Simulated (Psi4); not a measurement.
**U-wB97X-V/6-311+G(d,p) run of SiHOF2 (SMILES O[Si](F)F)**

What is the vertical doublet–quartet gap of SiHOF2 at U-wB97X-V/6-311+G**? 

The results are computed with Psi4 1.11.

3 further runs of the same task are left out: 3 set aside as unsound or not needed.

**1. The system as given**

SiHOF2: 5 atoms, total charge 0, spin state doublet. SMILES: `O[Si](F)F`. Geometry: relaxed at PBE0-D4/def2-TZVP. This is one conformer, not always the lowest.

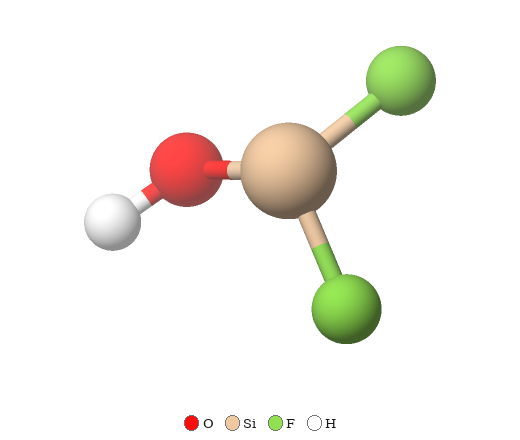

The structure, seen from a chosen angle (oxygen red, silicon light orange, fluorine green, hydrogen white).

**2. A single-point energy at U-wB97X-V/6-311+G(d,p)**

The input, f2hosi.dat:

```
memory 1600 mb

molecule mol {
  0 2
  O
  Si 1 R2
  F 2 R3 1 A3
  F 2 R4 3 A4 1 D4
  H 1 R5 2 A5 3 D5

  R2 = 1.626887
  R3 = 1.583928
  A3 = 105.62012
  R4 = 1.592032
  A4 = 107.40597
  D4 = 118.49372
  R5 = 0.95927
  A5 = 118.48451
  D5 = 177.35451
  symmetry c1
}

set globals {
  basis                6-311+G**
  reference            uks
  puream               true
  e_convergence        1e-09
  d_convergence        1e-08
  scf_type             pk
  dft_radial_points    99
  dft_spherical_points 590
  maxiter              200
}

energy_value, wavefunction = energy('wb97x-v', return_wfn=True)
```

Launch:

```console
$ psi4 f2hosi.dat f2hosi.out -n 1
```

f2hosi.out (excerpt; [...] marks lines left out):

```text
[...]
  Running in c1 symmetry.
[...]
  Nuclear repulsion =  177.109291194764381
[...]
  Multiplicity = 2
[...]
  Nalpha       = 21
  Nbeta        = 20
[...]
    Number of basis functions: 102
[...]
   @UKS iter   1:  -564.86642726864625   -5.76211e-01   7.76380e-03 ADIIS/DIIS
[...]
   @UKS iter  13:  -565.06729229112261   -6.25278e-12   5.10002e-09 DIIS
[...]
   @S^2 Observed:                7.513258062E-01
[...]
    Orbital Energies [Eh]
    ---------------------
    Alpha Occupied:
       1A    -66.234021     2A    -24.774741     3A    -24.772840
       4A    -19.256548     5A     -5.486087     6A     -3.837492
       7A     -3.837239     8A     -3.835771     9A     -1.358161
      10A     -1.338288    11A     -1.184634    12A     -0.731323
      13A     -0.663674    14A     -0.631138    15A     -0.605299
      16A     -0.584613    17A     -0.567320    18A     -0.553062
      19A     -0.531560    20A     -0.491785    21A     -0.351340
    Alpha Virtual:
      22A      0.045974    23A      0.068938    24A      0.069927
      25A      0.076799    26A      0.132326    27A      0.151930
[...]
  @UKS Final Energy:  -565.06729229112261
   => Energetics <=
    Nuclear Repulsion Energy =            177.1092911947643813
    One-Electron Energy =               -1136.3661125738685769
    Two-Electron Energy =                 431.2881271046522897
    DFT Exchange-Correlation Energy =     -37.2691117422703684
    Empirical Dispersion Energy =           0.0000000000000000
    VV10 Nonlocal Energy =                  0.1705137255995838
    Total Energy =                       -565.0672922911227261
[...]
 Multipole Moments:
 ------------------------------------------------------------------------------------
     Multipole            Electronic (a.u.)      Nuclear  (a.u.)        Total (a.u.)
 ------------------------------------------------------------------------------------
 L = 1.  Multiply by 2.5417464519 to convert [e a0] to [Debye]
 Dipole X            :         -0.5463196            0.9405304            0.3942108
 Dipole Y            :         -0.5580238            1.4371550            0.8791311
 Dipole Z            :          2.5791719           -3.0038956           -0.4247236
 Magnitude           :                                                    1.0529311
[...]
```

Wall time 1.8 min (1 thread of Intel Xeon Platinum 8259CL at 2.50GHz (Skylake/Cascade Lake), shared host); peak memory 0.85 GiB.

**3. The quartet, same level**

The input, input.inp:

```
memory 1600 mb

molecule m {
  0 4
  O
  Si 1 R2
  F 2 R3 1 A3
  F 2 R4 3 A4 1 D4
  H 1 R5 2 A5 3 D5

  R2 = 1.626887
  R3 = 1.583928
  A3 = 105.62012
  R4 = 1.592032
  A4 = 107.40597
  D4 = 118.49372
  R5 = 0.95927
  A5 = 118.48451
  D5 = 177.35451
  symmetry c1
}

set {
  reference uks
  puream true
  e_convergence 1e-09
  d_convergence 1e-08
  scf_type pk
  dft_radial_points 99
  dft_spherical_points 590
  maxiter 200
}

e, wfn = energy("wb97x-v/6-311+G**", return_wfn=True)
```

Launch:

```console
$ psi4 -i input.inp -o input.out -n 1
```

input.out (excerpt; [...] marks lines left out):

```text
[...]
  Running in c1 symmetry.
[...]
  Nuclear repulsion =  177.109291194764381
[...]
  Multiplicity = 4
[...]
  Nalpha       = 22
  Nbeta        = 19
[...]
    Number of basis functions: 102
[...]
   @UKS iter   1:  -564.63441615080671   -3.44200e-01   5.22679e-03 DIIS/ADIIS
[...]
   @UKS iter  22:  -564.74203346572176   -1.88720e-11   5.93147e-09 DIIS
[...]
   @S^2 Observed:                3.753338073E+00
[...]
    Orbital Energies [Eh]
    ---------------------
    Alpha Occupied:
       1A    -66.296907     2A    -24.822254     3A    -24.819324
       4A    -19.455065     5A     -5.550724     6A     -3.902149
       7A     -3.901238     8A     -3.900695     9A     -1.407752
      10A     -1.383979    11A     -1.365870    12A     -0.856473
      13A     -0.742691    14A     -0.730129    15A     -0.698690
      16A     -0.667219    17A     -0.639659    18A     -0.627273
      19A     -0.609867    20A     -0.592196    21A     -0.414025
      22A     -0.172508
    Alpha Virtual:
      23A      0.040350    24A      0.046531    25A      0.055095
[...]
  @UKS Final Energy:  -564.74203346572176
   => Energetics <=
    Nuclear Repulsion Energy =            177.1092911947643813
    One-Electron Energy =               -1133.0620042471593933
    Two-Electron Energy =                 428.2214118473182793
    DFT Exchange-Correlation Energy =     -37.1808141970578561
    Empirical Dispersion Energy =           0.0000000000000000
    VV10 Nonlocal Energy =                  0.1700819364127209
    Total Energy =                       -564.7420334657218746
[...]
 Multipole Moments:
 ------------------------------------------------------------------------------------
     Multipole            Electronic (a.u.)      Nuclear  (a.u.)        Total (a.u.)
 ------------------------------------------------------------------------------------
 L = 1.  Multiply by 2.5417464519 to convert [e a0] to [Debye]
 Dipole X            :         -0.5071197            0.9405304            0.4334107
 Dipole Y            :         -2.0953030            1.4371550           -0.6581480
 Dipole Z            :          3.5166368           -3.0038956            0.5127412
 Magnitude           :                                                    0.9401634
[...]
```

Wall time 3 min (1 thread of Intel Xeon Platinum 8259CL at 2.50GHz (Skylake/Cascade Lake), shared host); peak memory 0.85 GiB.

**4. Summary of results**

At U-wB97X-V/6-311+G**:

| quantity | value |
| --- | --- |
| doublet: total energy | -565.06729 Eh |
| doublet: dipole moment | 2.68 D |
| doublet: HOMO energy (highest over α and β) | -9.56 eV |
| doublet: LUMO energy (lowest over α and β) | -1.43 eV |
| doublet: ⟨S²⟩ | 0.751 |
| quartet: total energy | -564.74203 Eh |
| quartet: dipole moment | 2.39 D |
| quartet: HOMO energy (highest over α and β) | -4.69 eV |
| quartet: ⟨S²⟩ | 3.753 |
| vertical energy of the quartet above the doublet | 8.851 eV |

At this shape the quartet lies 8.85 eV (204 kcal/mol) above the doublet.
